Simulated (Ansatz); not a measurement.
# C3H5AlClF: a changed input and its effect

System: C3H5AlClF, SMILES C[C]([AlH2])=C(F)Cl.
Method of run A: RKS B3LYP-D4/def2-SVP (Ansatz 0.2.0).

Text and figures count atoms from 1; the logs count them from 0 in places.

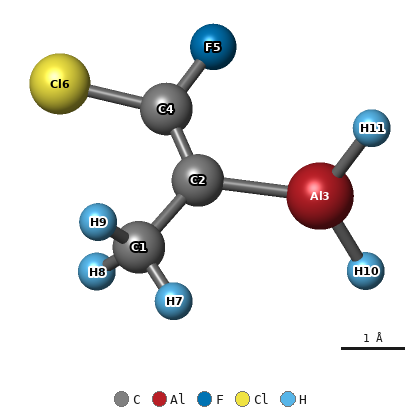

Fig. 1: The structure (ball-and-stick view, seen at a tilt; atoms are numbered from 1 in the order of the input). Sticks mark near contacts.

**Input, run A**
```yaml
crystal:
  periodic: [false, false, false]
  atoms:
    - { symbol: C, position_ang: [-0.645631, -0.80837, 0.998948] }
    - { symbol: C, position_ang: [-0.020043, 0.128668, -0.01466] }
    - { symbol: Al, position_ang: [1.328774, -0.501019, -1.28377] }
    - { symbol: C, position_ang: [-0.393102, 1.414954, -0.049792] }
    - { symbol: F, position_ang: [0.100757, 2.309653, -0.905148] }
    - { symbol: Cl, position_ang: [-1.572142, 2.156113, 0.993035] }
    - { symbol: H, position_ang: [-0.219192, -1.82015, 0.934247] }
    - { symbol: H, position_ang: [-1.735192, -0.895796, 0.847488] }
    - { symbol: H, position_ang: [-0.49623, -0.446553, 2.030359] }
    - { symbol: H, position_ang: [1.0504, -1.647273, -2.335621] }
    - { symbol: H, position_ang: [2.74098, 0.215361, -1.196651] }
basis:
  gaussian: { orbitals: def2-SVP }
hamiltonian:
  xc: { name: B3LYP }
  dispersion: d4
output:
  forces: true
```

Command:
```bash
ansatz run input.yaml --threads 1 --pin off --max-ram 2560MiB --backend cpu --events-out ev --progress --plain --runs-dir out
```

Hardware: 1 thread of Intel Xeon @ 2.50GHz (Skylake/Cascade Lake), 189 GiB of memory available, shared host.

**Output (run A)**
```
Engine: ansatz 0.2.0, x86_64-unknown-linux-gnu
Functional definition: B3LYP
  parameter a0 = 0.2
  parameter ax = 0.72
  parameter ac = 0.81
  exchange = (1 - a0 - ax)*slater_x + ax*b88_x + a0*exact_x
  correlation = (1 - ac)*vwn_rpa_c + ac*lyp_c
1149 factors; integrals over basis functions are off by at most 1.4e-3 eV
mean field evaluation 1: about -25010.0648 eV, gradient 5.7e1 eV
mean field evaluation 2: about -24998.3644 eV, gradient 8.4e1 eV
mean field evaluation 4: about -25018.0805 eV, gradient 6.9e0 eV
mean field evaluation 8: about -25018.3715 eV, gradient 6.7e-1 eV
mean field evaluation 16: about -25018.3725 eV, gradient 1.5e-4 eV
mean field -25018.37254955 eV, -919.4082331338 hartree, gradient 5.8e-6 eV, S^2 0.000000; 0 other end points of the search recorded, 0 dependent functions left out
the calculation of the forces begins
reference -25018.37282512 eV, -919.4082432610 hartree; 31, 31 occupied and 86, 86 virtual orbitals, 1149 factors
Total energy: -25018.80851663 eV, -919.4242546286 hartree
Atom 0 at    -0.645631    -0.808370     0.998948 Å, force    -0.076014     0.019082    -0.041414 eV/Å
Atom 1 at    -0.020043     0.128668    -0.014660 Å, force    -0.234945     0.194451     0.036669 eV/Å
Atom 2 at     1.328774    -0.501019    -1.283770 Å, force     0.200638     0.444069    -0.037922 eV/Å
Atom 3 at    -0.393102     1.414954    -0.049792 Å, force    -0.025702    -0.431467     0.250155 eV/Å
Atom 4 at     0.100757     2.309653    -0.905148 Å, force     0.176508     0.069012    -0.252376 eV/Å
Atom 5 at    -1.572142     2.156113     0.993035 Å, force    -0.017544     0.013217     0.030811 eV/Å
Atom 6 at    -0.219192    -1.820150     0.934247 Å, force    -0.032702    -0.066542     0.045251 eV/Å
Atom 7 at    -1.735192    -0.895796     0.847488 Å, force     0.000073    -0.033560     0.002488 eV/Å
Atom 8 at    -0.496230    -0.446553     2.030359 Å, force     0.024470    -0.006689    -0.009214 eV/Å
Atom 9 at     1.050400    -1.647273    -2.335621 Å, force    -0.064593    -0.104441     0.072313 eV/Å
Atom 10 at     2.740980     0.215361    -1.196651 Å, force     0.049811    -0.097132    -0.096762 eV/Å
Dipole moment:    -0.062443    -0.291666     0.122682 e Å
```

For run B the input was changed thus:
```diff
-    - { symbol: C, position_ang: [-0.645631, -0.80837, 0.998948] }
+    - { symbol: C, position_ang: [-0.448423, -1.033046, 0.859248] }
-    - { symbol: H, position_ang: [-0.219192, -1.82015, 0.934247] }
-    - { symbol: H, position_ang: [-1.735192, -0.895796, 0.847488] }
-    - { symbol: H, position_ang: [-0.49623, -0.446553, 2.030359] }
-    - { symbol: H, position_ang: [1.0504, -1.647273, -2.335621] }
-    - { symbol: H, position_ang: [2.74098, 0.215361, -1.196651] }
+    - { symbol: H, position_ang: [0.10868, -1.950139, 0.61777] }
+    - { symbol: H, position_ang: [-1.522667, -1.253942, 0.737054] }
+    - { symbol: H, position_ang: [-0.28851, -0.815056, 1.928803] }
+    - { symbol: H, position_ang: [1.37123, -0.036558, -2.793821] }
+    - { symbol: H, position_ang: [2.395341, -1.520729, -0.702612] }
```

How does run B compare with run A?

With the same method and basis, run B lies 2.5 kcal/mol higher. The largest force goes from 0.499 to 1.148 eV/Å.

**Output (run B)**
```
Engine: ansatz 0.2.0, x86_64-unknown-linux-gnu
Functional definition: B3LYP
  parameter a0 = 0.2
  parameter ax = 0.72
  parameter ac = 0.81
  exchange = (1 - a0 - ax)*slater_x + ax*b88_x + a0*exact_x
  correlation = (1 - ac)*vwn_rpa_c + ac*lyp_c
1147 factors; integrals over basis functions are off by at most 1.2e-3 eV
mean field evaluation 1: about -25010.0950 eV, gradient 5.6e1 eV
mean field evaluation 2: about -24998.4253 eV, gradient 8.4e1 eV
mean field evaluation 4: about -25017.9856 eV, gradient 6.6e0 eV
mean field evaluation 8: about -25018.2672 eV, gradient 6.4e-1 eV
mean field evaluation 16: about -25018.2681 eV, gradient 1.7e-4 eV
mean field -25018.26805443 eV, -919.4043930091 hartree, gradient 3.9e-5 eV, S^2 0.000000; 0 other end points of the search recorded, 0 dependent functions left out
the calculation of the forces begins
reference -25018.26833014 eV, -919.4044031414 hartree; 31, 31 occupied and 86, 86 virtual orbitals, 1147 factors
Total energy: -25018.70011250 eV, -919.4202708504 hartree
Atom 0 at    -0.448423    -1.033046     0.859248 Å, force    -0.581617     0.804986     0.371020 eV/Å
Atom 1 at    -0.020043     0.128668    -0.014660 Å, force     0.708428    -0.095511    -0.850362 eV/Å
Atom 2 at     1.328774    -0.501019    -1.283770 Å, force     0.223897     0.395902    -0.140217 eV/Å
Atom 3 at    -0.393102     1.414954    -0.049792 Å, force    -0.351162    -0.886458     0.639066 eV/Å
Atom 4 at     0.100757     2.309653    -0.905148 Å, force     0.120362    -0.034736    -0.105809 eV/Å
Atom 5 at    -1.572142     2.156113     0.993035 Å, force    -0.070958     0.020163     0.081663 eV/Å
Atom 6 at     0.108680    -1.950139     0.617770 Å, force     0.029960    -0.016348     0.044468 eV/Å
Atom 7 at    -1.522667    -1.253942     0.737054 Å, force    -0.027668    -0.013389     0.008369 eV/Å
Atom 8 at    -0.288510    -0.815056     1.928803 Å, force     0.005778    -0.055614     0.052416 eV/Å
Atom 9 at     1.371230    -0.036558    -2.793821 Å, force     0.002999    -0.039804    -0.071772 eV/Å
Atom 10 at     2.395341    -1.520729    -0.702612 Å, force    -0.060021    -0.079190    -0.028841 eV/Å
Dipole moment:    -0.070882    -0.284183     0.136717 e Å
```

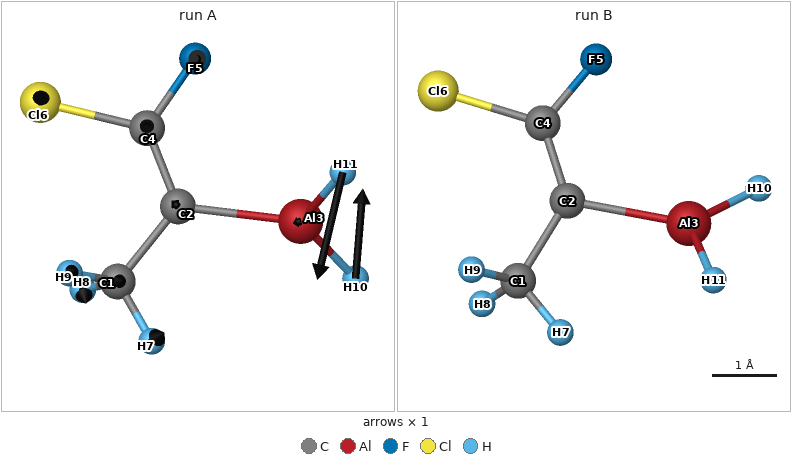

Fig. 2: The two input geometries at one scale (ball-and-stick view, seen on its broad side). The black arrows on the first give the shifts of the atoms after the best rigid fit, at true length. The atom that moves furthest after the best rigid fit is H11 (1.75 Å). Largest moves by element: H 1.75 Å, F 0.43 Å, Cl 0.35 Å, C 0.26 Å, Al 0.13 Å.

**The two runs side by side**

```tsv
quantity	run A	run B
outcome	converged	converged
total energy (hartree)	−919.424255	−919.420271
largest force (eV/Å)	0.499	1.148
basis functions	117	117
wall time (shared host)	10 s	12 s
```
